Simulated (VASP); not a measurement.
# MnCuAs: the relaxed cell at several levels, part 2 of 7

Wanted: equilibrium cells of MnCuAs at many levels, with their cost. The start is a computed cell from the Materials Project.

VASP 6.6.1, plane waves and PAW; the level of theory is named at each step.

Still holding for the runs below: The k-mesh is coarse for a metal.

So far. Step 2 (Magnetic order: ferromagnetic): The run ends ferromagnetic with a largest moment of 3.18 μB, and the mesh shows no gap.

## Step 3: Magnetic order: antiferromagnetic within the cell

This step: LDA, spin-polarised from an antiferromagnetic start; plane waves and PAW (Mn_pv, Cu, As) (VASP 6.6.1).

Next, a pattern with opposite moments.

Contents of INCAR:

```
SYSTEM = MnCuAs
PREC = Accurate
ENCUT = 400
EDIFF = 1E-06
NELM = 100
ISMEAR = -1
SIGMA = 0.05
LREAL = .FALSE.
ALGO = Normal
GGA = CA
NBANDS = 38
ISPIN = 2
MAGMOM = 4 -4 0.6 -0.6 0 0
LASPH = .TRUE.
LMAXMIX = 4
LORBIT = 11
LWAVE = .FALSE.
LCHARG = .FALSE.
KPAR = 8
ISIF = 2
```

Contents of POSCAR:

```
MnCuAs
1.0
    3.6994910000      0.0000000000      0.0000000000
    0.0000000000      3.6994910000      0.0000000000
    0.0000000000      0.0000000000      6.4084220000
Mn Cu As
2 2 2
Direct
    0.0000000000      0.5000000000      0.1640200000
    0.5000000000      0.0000000000      0.8359800000
    0.0000000000      0.0000000000      0.5000000000
    0.5000000000      0.5000000000      0.5000000000
    0.0000000000      0.5000000000      0.7762460000
    0.5000000000      0.0000000000      0.2237540000
```

Contents of KPOINTS:

```
Automatic mesh
0
Gamma
6 6 4
0 0 0
```

Potentials, in the order of the species: Mn_pv, Cu and As (PBE family, release 64).

On the command line:

```console
$ mpirun -np 8 vasp_std
```

Numbers of over 12 decimals in the logs are rounded to 6 here.

The log of the run:

```text
[banner, memory and clock lines left out]
running    8 mpi-ranks, on    1 nodes
 distrk:  each k-point on    1 cores,    8 groups
 distr:  one band on    1 cores,    1 groups

 POSCAR found type information on POSCAR MnCuAs
 POSCAR found :  3 types and       6 ions
 [... a notice as in an earlier step ...]

 [... a notice as in an earlier step ...]

 LDA part: xc-table for (Slater(with rela. corr.)+CA(PZ))
 , standard interpolation
 POSCAR, INCAR and KPOINTS ok, starting setup
 FFT: planning ... GRIDC
 FFT: planning ... GRID_SOFT
 FFT: planning ... GRID
 WAVECAR not read
 entering main loop
       N       E                     dE             d eps       ncg     rms          rms(c)
DAV:   1     0.505319022261E+03    0.50532E+03   -0.25444E+04  8256   0.170E+03
DAV:   2     0.278180896776E+01   -0.50254E+03   -0.48627E+03  7344   0.436E+02
DAV:   3    -0.422607236635E+02   -0.45043E+02   -0.42024E+02  8600   0.149E+02
DAV:   4    -0.445523968162E+02   -0.22917E+01   -0.22658E+01 10262   0.342E+01
DAV:   5    -0.446121197874E+02   -0.59723E-01   -0.59700E-01  9310   0.559E+00    0.209E+01
DAV:   6    -0.426885494107E+02    0.19236E+01   -0.69002E+01 10068   0.138E+02    0.149E+01
DAV:   7    -0.398688823859E+02    0.28197E+01   -0.15298E+01  9188   0.625E+01    0.492E+00
DAV:   8    -0.399185344417E+02   -0.49652E-01   -0.21115E+00 11794   0.242E+01    0.385E+00
DAV:   9    -0.398556549877E+02    0.62879E-01   -0.45861E-01 11364   0.132E+01    0.185E+00
DAV:  10    -0.398413465396E+02    0.14308E-01   -0.54613E-02 10340   0.305E+00    0.762E-01
DAV:  11    -0.398399822968E+02    0.13642E-02   -0.12445E-02 11244   0.232E+00    0.258E-01
DAV:  12    -0.398401507560E+02   -0.16846E-03   -0.27757E-03 11022   0.436E-01    0.818E-02
DAV:  13    -0.398401689195E+02   -0.18164E-04   -0.13329E-04  8524   0.841E-02    0.364E-02
DAV:  14    -0.398401716523E+02   -0.27328E-05   -0.14329E-05  9958   0.923E-02    0.124E-02
DAV:  15    -0.398401724821E+02   -0.82975E-06   -0.47413E-06  6834   0.208E-02
   1 F= -.39840172E+02 E0= -.39830539E+02  d E =-.192664E-01  mag=    -0.0000
```

Wall time 14 s (8 MPI ranks of Intel Xeon 6975P-C (Granite Rapids), shared host); peak memory 2.3 GiB.

Parts of OUTCAR (step 3):

```text
 Found     48 irreducible k-points:

   k-points           NKPTS =     48   k-points in BZ     NKDIM =     48   number of bands    NBANDS=     38

   NELECT =      58.0000    total number of electrons

 E-fermi :   7.5970

 spin component 1
 k-point     1 :       0.0000    0.0000    0.0000
  band No.  band energies     occupation
    ...
     26       5.5784      1.00000
     27       6.3281      1.00000
     28       6.8243      1.00000
     29       7.3450      0.99357
     30       7.3450      0.99357
     31       7.7707      0.03006
     32       8.4992      0.00000
     33       8.8362      0.00000
     34       8.8362      0.00000
     35       9.7446      0.00000
    ...

 k-point     2 :       0.1667    0.0000    0.0000
  band No.  band energies     occupation
    ...
     26       5.8934      1.00000
     27       5.9770      1.00000
     28       6.7133      1.00000
     29       7.3652      0.99038
     30       7.5432      0.74584
     31       7.9162      0.00168
     32       8.0850      0.00006
     33       9.1977      0.00000
     34       9.3320      0.00000
     35      10.3114      0.00000
    ...

 k-point     3 :       0.0000    0.1667    0.0000
  band No.  band energies     occupation
    ...
     26       5.8934      1.00000
     27       5.9770      1.00000
     28       6.7133      1.00000
     29       7.3652      0.99038
     30       7.5432      0.74585
     31       7.9162      0.00168
     32       8.0850      0.00006
     33       9.1977      0.00000
     34       9.3320      0.00000
     35      10.3114      0.00000
    ...

 k-point     4 :       0.3333    0.0000    0.0000
  band No.  band energies     occupation
    ...
     25       5.4949      1.00000
     26       5.7094      1.00000
     27       5.9166      1.00000
     28       6.7774      1.00000
     29       7.3104      0.99677
     30       7.9642      0.00065
     31       8.1103      0.00003
     32       8.6514      0.00000
     33       8.8040      0.00000
     34      10.3134      0.00000
    ...

  Total       -6.6412093     -6.6411088     -7.4178797      0.0000000      0.0000000      0.0000000
  in kB     -121.3172882   -121.3154527   -135.5049976      0.0000000      0.0000000      0.0000000
  external PRESSURE =    -126.0459128 kB  Pullay stress =       0.0000000 kB

 POSITION                                       TOTAL-FORCE (eV/Angst)
 -----------------------------------------------------------------------------------
      0.00000      1.84975      1.05111         0.000000      0.000000     -0.495996
      1.84975      0.00000      5.35731         0.000000      0.000000      0.495996
      0.00000      0.00000      3.20421         0.000000      0.000000      0.000002
      1.84975      1.84975      3.20421         0.000000      0.000000     -0.000002
      0.00000      1.84975      4.97451         0.000000      0.000000      0.085708
      1.84975      0.00000      1.43391         0.000000      0.000000     -0.085708
 -----------------------------------------------------------------------------------
    total drift:                                0.000000      0.000000      0.000000

  FREE ENERGIE OF THE ION-ELECTRON SYSTEM (eV)
  ---------------------------------------------------
  free  energy   TOTEN  =       -39.8401724821 eV

  energy  without entropy=      -39.8209060459  energy(sigma->0) =      -39.83053926

 total charge
# of ion       s       p       d       tot
------------------------------------------
    1        0.244   6.204   5.123  11.571
    2        0.244   6.204   5.123  11.571
    3        0.403   0.404   9.213  10.020
    4        0.403   0.404   9.213  10.020
    5        1.213   1.526   0.071   2.809
    6        1.213   1.526   0.071   2.809
--------------------------------------------------
tot          3.720  16.267  28.814  48.801

 magnetization (x)
# of ion       s       p       d       tot
------------------------------------------
    1        0.027   0.029   3.150   3.207
    2       -0.027  -0.029  -3.150  -3.207
    3        0.000   0.000   0.000   0.000
    4       -0.000  -0.000  -0.000  -0.000
    5       -0.008   0.016  -0.004   0.005
    6        0.008  -0.016   0.004  -0.005
--------------------------------------------------
tot          0.000   0.000   0.000   0.000

[... 7 parts as in an earlier step ...]

[... 5 further parts left out ...]
```

At this level the cell is under a tension of 12.6 GPa, so at these settings it is away from equilibrium.

Numbers from this step:

```yaml
bands: 38
irreducible_k_points: 48
symmetry_operations: 8
free_energy_toten: -39.84 eV
energy_at_zero_smearing: -39.83 eV
fermi_energy: 7.597 eV
pressure: -12.60 GPa
```

Spin moment in the PAW sphere by atom:

```csv
atom,spin moment in the PAW sphere (μB)
Mn1,3.21
Mn2,-3.21
Cu3,0.00
Cu4,0.00
As5,0.01
As6,-0.01
```

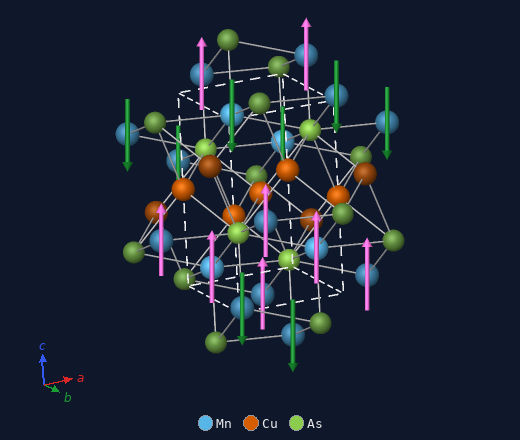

Spin moment in the PAW sphere as arrows, the longest 3.21 μB. Up and down stand for the sign. Arrows give size and sign along the axis of quantisation, drawn up and down the page. The two directions have two colours. Some periodic images of atoms are drawn too.

Force by atom:

```csv
atom,x (eV/Å),y (eV/Å),z (eV/Å),size
Mn1,0.000,0.000,-0.496,0.496
Mn2,0.000,0.000,0.496,0.496
Cu3,0.000,0.000,0.000,0.000
Cu4,0.000,0.000,0.000,0.000
As5,0.000,0.000,0.086,0.086
As6,0.000,0.000,-0.086,0.086
```

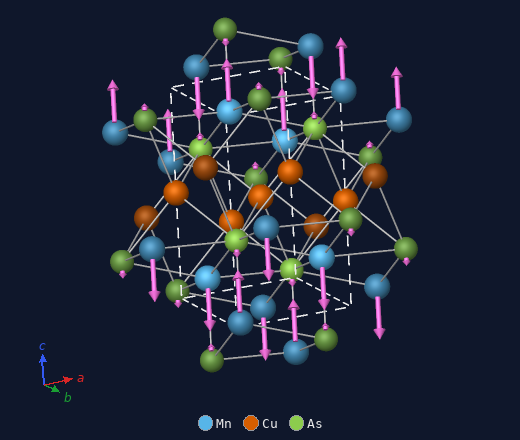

Force as arrows, the longest 0.496 eV/Å. Some periodic images of atoms are drawn too.

The energy lies -48.5 meV an atom from the first pattern. The run ends antiferromagnetic with a largest moment of 3.21 μB, and the mesh shows no gap.

## Step 4: Magnetic order: antiferromagnetic, q = (0, 0, 1/2)

System of this step: MnCuAs. It takes space group P4/nmm (No. 129, tetragonal). The conventional cell has a = 3.699 Å, b = 3.699 Å, c = 6.408 Å, α = 90.00°, β = 90.00°, γ = 90.00°. Nearest to Mn lie 5 As at 2.49 to 2.64 Å and 4 Cu at 2.84 Å. Nearest to Cu lie 4 As at 2.56 Å and 4 Cu at 2.62 Å and 4 Mn at 2.84 Å. Nearest to As lie 5 Mn at 2.49 to 2.64 Å and 4 Cu at 2.56 Å. Farther neighbours are not listed.

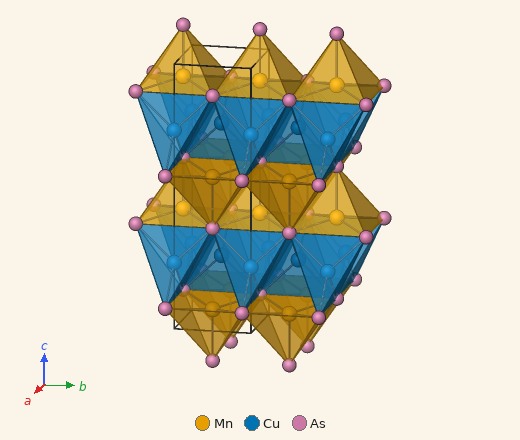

The cell of this step (manganese orange, copper blue, arsenic pink). 1×2×1 cells are drawn. Some periodic images of atoms are drawn too.

Next, a pattern with opposite moments, which needs a doubled cell; q is given in the reciprocal vectors of the primitive cell.

INCAR: that of step 3 with these lines changed.

```diff
@@ -10,5 +10,5 @@
 GGA = CA
-NBANDS = 38
+NBANDS = 77
 ISPIN = 2
-MAGMOM = 4 -4 0.6 -0.6 0 0
+MAGMOM = 4 -4 4 -4 0.6 -0.6 0.6 -0.6 0 0 0 0
 LASPH = .TRUE.
```

Contents of POSCAR:

```
MnCuAs
1.0
    3.6994910000      0.0000000000      0.0000000000
    0.0000000000      3.6994910000      0.0000000000
    0.0000000000      0.0000000000     12.8168440000
Mn Cu As
4 4 4
Direct
    0.0000000000      0.5000000000      0.0820100000
    0.0000000000      0.5000000000      0.5820100000
    0.5000000000      0.0000000000      0.4179900000
    0.5000000000      0.0000000000      0.9179900000
    0.0000000000      0.0000000000      0.2500000000
    0.0000000000      0.0000000000      0.7500000000
    0.5000000000      0.5000000000      0.2500000000
    0.5000000000      0.5000000000      0.7500000000
    0.0000000000      0.5000000000      0.3881230000
    0.0000000000      0.5000000000      0.8881230000
    0.5000000000      0.0000000000      0.1118770000
    0.5000000000      0.0000000000      0.6118770000
```

Contents of KPOINTS:

```
Automatic mesh
0
Gamma
6 6 2
0 0 0
```

On the command line:

```console
$ mpirun -np 8 vasp_std
```

The log of the run:

```text
[banner, memory and clock lines left out]
running    8 mpi-ranks, on    1 nodes
 distrk:  each k-point on    1 cores,    8 groups
 distr:  one band on    1 cores,    1 groups

 POSCAR found type information on POSCAR MnCuAs
 POSCAR found :  3 types and      12 ions
 [... a notice as in an earlier step ...]

 [... a notice as in an earlier step ...]

 LDA part: xc-table for (Slater(with rela. corr.)+CA(PZ))
 , standard interpolation
 POSCAR, INCAR and KPOINTS ok, starting setup
 FFT: planning ... GRIDC
 FFT: planning ... GRID_SOFT
 FFT: planning ... GRID
 WAVECAR not read
 entering main loop
       N       E                     dE             d eps       ncg     rms          rms(c)
DAV:   1     0.119501182387E+04    0.11950E+04   -0.47315E+04  6712   0.168E+03
DAV:   2     0.809871567574E+02   -0.11140E+04   -0.10677E+04  6170   0.477E+02
DAV:   3    -0.762755101534E+02   -0.15726E+03   -0.13862E+03  6483   0.189E+02
DAV:   4    -0.888977763989E+02   -0.12622E+02   -0.12198E+02  9440   0.576E+01
DAV:   5    -0.891982878920E+02   -0.30051E+00   -0.29942E+00  9323   0.105E+01    0.295E+01
DAV:   6    -0.851655549279E+02    0.40327E+01   -0.13133E+02  8561   0.137E+02    0.214E+01
DAV:   7    -0.793213587393E+02    0.58442E+01   -0.29056E+01  7825   0.640E+01    0.701E+00
DAV:   8    -0.796503084557E+02   -0.32895E+00   -0.44243E+00  9843   0.273E+01    0.665E+00
DAV:   9    -0.795287960737E+02    0.12151E+00   -0.14719E+00  9720   0.206E+01    0.298E+00
DAV:  10    -0.794983666444E+02    0.30429E-01   -0.23058E-01  9320   0.609E+00    0.129E+00
DAV:  11    -0.794950411009E+02    0.33255E-02   -0.37732E-02  9328   0.278E+00    0.589E-01
DAV:  12    -0.794965923365E+02   -0.15512E-02   -0.87412E-03 10280   0.972E-01    0.229E-01
DAV:  13    -0.794975873111E+02   -0.99497E-03   -0.20288E-03  7451   0.295E-01    0.138E-01
DAV:  14    -0.794980288318E+02   -0.44152E-03   -0.25907E-04  8872   0.187E-01    0.613E-02
DAV:  15    -0.794981082171E+02   -0.79385E-04   -0.16679E-04  8491   0.104E-01    0.215E-02
DAV:  16    -0.794981106500E+02   -0.24329E-05   -0.26119E-05  8560   0.384E-02    0.110E-02
DAV:  17    -0.794981110402E+02   -0.39020E-06   -0.30213E-06  4993   0.107E-02
   1 F= -.79498111E+02 E0= -.79470659E+02  d E =-.549047E-01  mag=     0.0000
```

The job ended after 41 s (8 MPI ranks; peak memory 3.3 GiB).

From OUTCAR (step 4):

```text
  LATTYP: Found a simple tetragonal cell.
 ALAT       =     3.6994910000
 C/A-ratio  =     3.4644884931

 Found     20 irreducible k-points:

   k-points           NKPTS =     20   k-points in BZ     NKDIM =     20   number of bands    NBANDS=     77

   dimension x,y,z NGX =    24 NGY =   24 NGZ =   84
   dimension x,y,z NGXF=    48 NGYF=   48 NGZF=  168

   ENCUT  =  400.0 eV  29.40 Ry    5.42 a.u.   6.03  6.03 20.90*2*pi/ulx,y,z

   NELECT =     116.0000    total number of electrons

 E-fermi :   7.5919

 spin component 1
 k-point     1 :       0.0000    0.0000    0.0000
  band No.  band energies     occupation
    ...
     54       6.5709      1.00000
     55       6.6697      1.00000
     56       6.8476      1.00000
     57       6.8476      1.00000
     58       7.0256      0.99999
     59       7.6985      0.10601
     60       7.6985      0.10601
     61       7.7669      0.02932
     62       7.7990      0.01563
     63       8.3800      0.00000
    ...

 k-point     2 :       0.1667    0.0000    0.0000
  band No.  band energies     occupation
    ...
     55       6.7343      1.00000
     56       6.7568      1.00000
     57       6.7882      1.00000
     58       7.3832      0.98484
     59       7.5304      0.77362
     60       7.6334      0.30335
     61       7.9447      0.00086
     62       8.1560      0.00001
     63       8.3114      0.00000
     64       8.5783      0.00000
    ...

 k-point     3 :       0.3333    0.0000    0.0000
  band No.  band energies     occupation
    ...
     53       5.9915      1.00000
     54       6.3192      1.00000
     55       6.5522      1.00000
     56       6.5616      1.00000
     57       7.5738      0.58932
     58       7.6933      0.11629
     59       7.9945      0.00032
     60       8.0486      0.00011
     61       8.0885      0.00005
     62       8.1561      0.00001
    ...

 k-point     4 :       0.5000    0.0000    0.0000
  band No.  band energies     occupation
    ...
     52       5.7890      1.00000
     53       6.1016      1.00000
     54       6.1016      1.00000
     55       6.5965      1.00000
     56       6.5965      1.00000
     57       7.7068      0.09116
     58       7.7068      0.09116
     59       8.0242      0.00018
     60       8.0242      0.00018
     61       8.4001      0.00000
    ...

  Total      -12.4477308    -12.4477308    -14.0319145      0.0000000     -0.0000000      0.0000000
  in kB     -113.6935226   -113.6935226   -128.1629405      0.0000000     -0.0000000      0.0000000
  external PRESSURE =    -118.5166619 kB  Pullay stress =       0.0000000 kB

  energy-cutoff  :      400.00
  volume of cell :      175.41
      direct lattice vectors                 reciprocal lattice vectors
     3.699491000  0.000000000  0.000000000     0.270307456  0.000000000  0.000000000
     0.000000000  3.699491000  0.000000000     0.000000000  0.270307456  0.000000000
     0.000000000  0.000000000 12.816844000     0.000000000  0.000000000  0.078022327

 POSITION                                       TOTAL-FORCE (eV/Angst)
 -----------------------------------------------------------------------------------
      0.00000      1.84975      1.05111        -0.000000     -0.000000     -0.495430
      0.00000      1.84975      7.45953        -0.000000     -0.000000     -0.495430
      1.84975      0.00000      5.35731         0.000000      0.000000      0.495430
      1.84975      0.00000     11.76573         0.000000      0.000000      0.495430
      0.00000      0.00000      3.20421        -0.000000     -0.000000      0.000000
      0.00000      0.00000      9.61263        -0.000000      0.000000      0.000000
      1.84975      1.84975      3.20421        -0.000000     -0.000000      0.000000
      1.84975      1.84975      9.61263         0.000000      0.000000     -0.000000
      0.00000      1.84975      4.97451        -0.000000     -0.000000      0.149387
      0.00000      1.84975     11.38293        -0.000000      0.000000      0.149387
      1.84975      0.00000      1.43391         0.000000      0.000000     -0.149387
      1.84975      0.00000      7.84233         0.000000     -0.000000     -0.149387
 -----------------------------------------------------------------------------------
    total drift:                                0.000000      0.000000      0.000000

  FREE ENERGIE OF THE ION-ELECTRON SYSTEM (eV)
  ---------------------------------------------------
  free  energy   TOTEN  =       -79.4981110402 eV

  energy  without entropy=      -79.4432063220  energy(sigma->0) =      -79.47065868

 total charge
# of ion       s       p       d       tot
------------------------------------------
    1        0.246   6.204   5.120  11.570
    2        0.246   6.204   5.120  11.570
    3        0.246   6.204   5.120  11.570
    4        0.246   6.204   5.120  11.570
    5        0.405   0.402   9.213  10.019
    6        0.405   0.402   9.213  10.019
    7        0.405   0.402   9.213  10.019
    8        0.405   0.402   9.213  10.019
    9        1.217   1.528   0.070   2.814
   10        1.217   1.528   0.070   2.814
   11        1.217   1.528   0.070   2.814
   12        1.217   1.528   0.070   2.814
--------------------------------------------------
tot          7.473  32.532  57.610  97.614

 magnetization (x)
# of ion       s       p       d       tot
------------------------------------------
    1        0.027   0.028   3.187   3.242
    2       -0.027  -0.028  -3.187  -3.242
    3        0.027   0.028   3.187   3.242
    4       -0.027  -0.028  -3.187  -3.242
    5       -0.012  -0.005   0.051   0.034
    6        0.012   0.005  -0.051  -0.034
    7       -0.012  -0.005   0.051   0.034
    8        0.012   0.005  -0.051  -0.034
    9        0.013   0.006   0.004   0.023
   10       -0.013  -0.006  -0.004  -0.023
   11        0.013   0.006   0.004   0.023
   12       -0.013  -0.006  -0.004  -0.023
--------------------------------------------------
tot          0.000   0.000  -0.000  -0.000

[... 2 parts as in an earlier step ...]

[... 6 further parts left out ...]
```

At this level the cell is under a tension of 11.9 GPa, so at these settings it is away from equilibrium.

This step gave:

```
SCF cycles              : 17
electrons               : 116
bands                   : 77
irreducible k-points    : 20
symmetry operations     : 16
free energy (TOTEN)     : -79.4981 eV
energy at zero smearing : -79.4707 eV
Fermi energy            : 7.592 eV
pressure                : -11.85 GPa
```

Spin moment in the PAW sphere by atom:

```csv
atom,spin moment in the PAW sphere (μB)
Mn1,3.24
Mn2,-3.24
Mn3,3.24
Mn4,-3.24
Cu5,0.03
Cu6,-0.03
Cu7,0.03
Cu8,-0.03
As9,0.02
As10,-0.02
As11,0.02
As12,-0.02
```

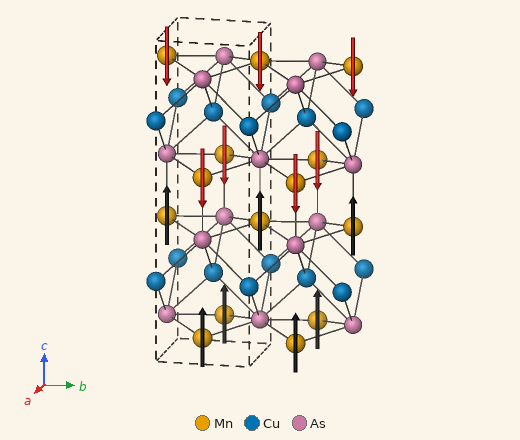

Spin moment in the PAW sphere as arrows, the longest 3.24 μB. Up and down stand for the sign. Arrows give size and sign along the axis of quantisation, drawn up and down the page. The two directions have two colours. 1×2×1 cells are drawn. Some periodic images of atoms are drawn too.

Force by atom:

```csv
atom,x (eV/Å),y (eV/Å),z (eV/Å),size
Mn1,0.000,0.000,-0.495,0.495
Mn2,0.000,0.000,-0.495,0.495
Mn3,0.000,0.000,0.495,0.495
Mn4,0.000,0.000,0.495,0.495
Cu5,0.000,0.000,0.000,0.000
Cu6,0.000,0.000,0.000,0.000
Cu7,0.000,0.000,0.000,0.000
Cu8,0.000,0.000,0.000,0.000
As9,0.000,0.000,0.149,0.149
As10,0.000,0.000,0.149,0.149
As11,0.000,0.000,-0.149,0.149
As12,0.000,0.000,-0.149,0.149
```

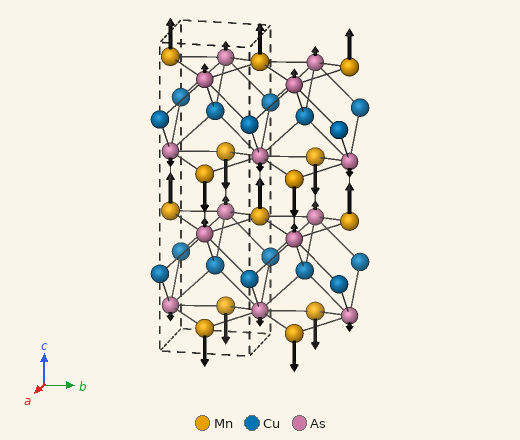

Force as arrows, the longest 0.495 eV/Å. 1×2×1 cells are drawn. Some periodic images of atoms are drawn too.

The energy lies -32.6 meV an atom from the first pattern. The run ends antiferromagnetic with a largest moment of 3.24 μB, and the mesh shows no gap.

[end of part 2 of 7]

[Lines on the potential files, build, host, timing and source positions are cut from VASP's logs without a mark.]

[Logs are printed without paths, hosts, clocks, repeated set-up lines and the standing remarks that a program may print on its own settings, such as how far it seeks lower states.]

[Hosts, paths, dates, database ids (printed as entryN), source tags and the programs' standing remarks are cut or masked in the printed files.]

[A measured line is paired with the nearest computed mode of its activity, which favours agreement.]
